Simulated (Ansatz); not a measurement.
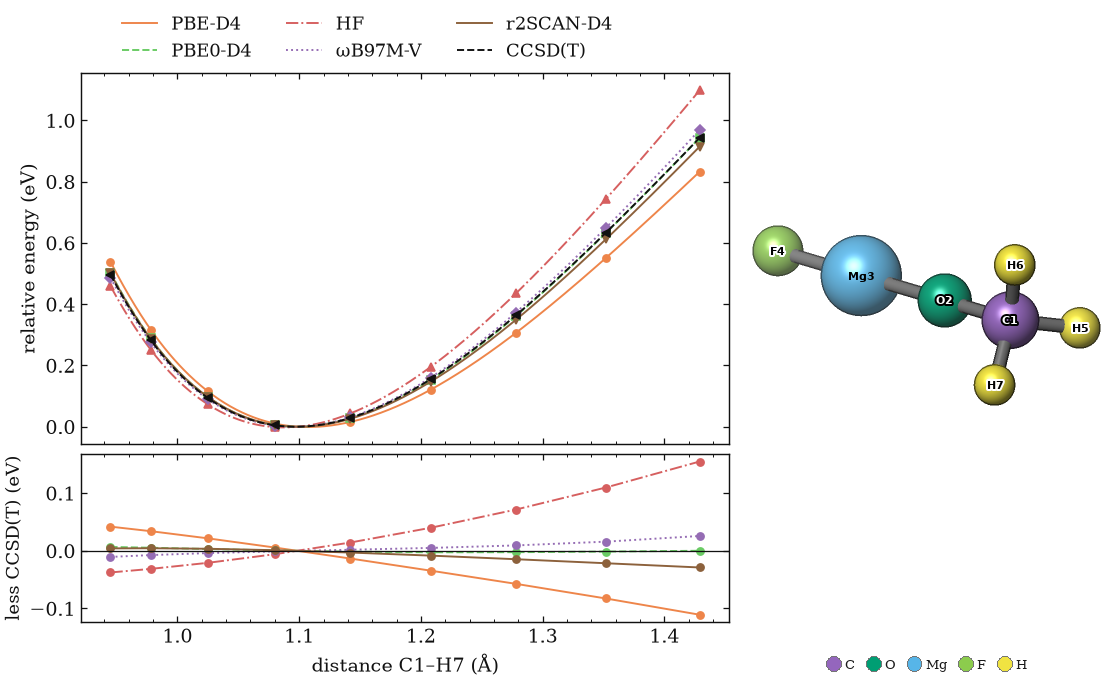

Rigid scan of the stretch C1–H7 in CH₃FMgO, SMILES C[O][Mg][F], singlet. The Ansatz code, def2-TZVPP, cores frozen in correlated methods. A stretch is scanned from the minimum (PBE0-D4/def2-TZVP); energies less that of the minimum at the same level. The outer core of Li, Na, Mg and K is correlated. Splines pass through the computed points, which are marked.

Question: Where is the minimum of each curve?

Answer: PBE-D4: near 1.11 Å; PBE0-D4: near 1.10 Å; HF: near 1.09 Å; ωB97M-V: near 1.10 Å; r2SCAN-D4: near 1.10 Å; CCSD(T): near 1.10 Å (from the spline).

Question: How far can the coupled-cluster curve be trusted along the scan?

Answer: The calculation's T1 diagnostic reaches at most 0.012 (at 1.43 Å), under the customary mark of 0.02, so it gives no sign of multireference character.

Question: Give the values at the computed points.

Answer: In eV:
```tsv
distance C1–H7 (Å)	PBE-D4	PBE0-D4	HF	ωB97M-V	r2SCAN-D4	CCSD(T)
0.95	0.539	0.503	0.459	0.486	0.501	0.497
0.98	0.317	0.289	0.252	0.276	0.288	0.283
1.03	0.116	0.097	0.073	0.090	0.097	0.094
1.08	0.010	0.005	−0.001	0.004	0.006	0.005
1.14	0.016	0.027	0.043	0.031	0.026	0.029
1.21	0.121	0.153	0.195	0.160	0.147	0.155
1.28	0.306	0.361	0.435	0.373	0.349	0.364
1.35	0.551	0.633	0.744	0.650	0.612	0.634
1.43	0.833	0.944	1.099	0.969	0.915	0.944
```
